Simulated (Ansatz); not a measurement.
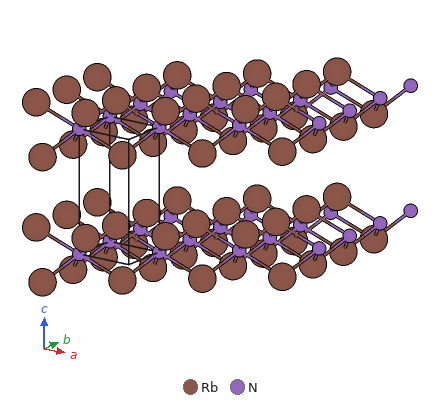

Rb₂N (space group P-3m1, No. 164). Coordinates: coordinates from a relaxation with Ansatz, DFT PBE, scalar-relativistic, plane waves, PAW; the starting structure was generated, so it need not be a known form of this composition.

Bonds are taken as N–Rb below 3.3 Å. Atoms with one bond or none are removed and atoms with two bonds are replaced by edges, until no such atom is left.

### What kind of net remains, and which atoms are its nodes?

A binodal (3,6)-connected, two-periodic (layers) net: Rb is a 3-connected node; N is a 6-connected node, in the ratio 2:1.

### Name the underlying net.

It is the kgd net, known from the layers of CdI2 (1T type).

### How do the layers lie?

The layers lie parallel to (001).

### Give the point symbol of each node (shortest cycle at each angle).

Rb: 4^3; N: 4^6.6^6.8^3.

### Give the first eight terms of the coordination sequence (nodes one, two, three … edges away).

Rb: 3, 12, 9, 24, 15, 36, 21, 48; N: 6, 6, 18, 12, 30, 18, 42, 24.

The simplified net, drawn on the atoms' positions. Nodes are coloured by element. One layer is drawn. Edges to nodes outside the piece are drawn as stubs.

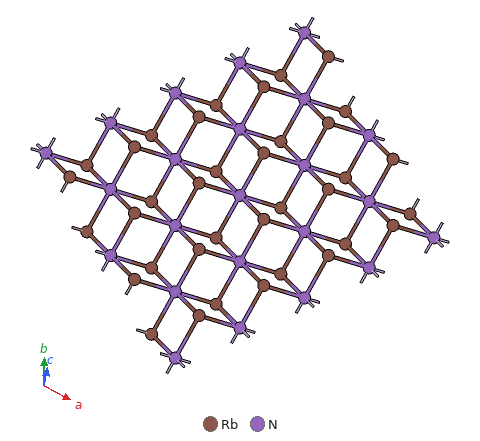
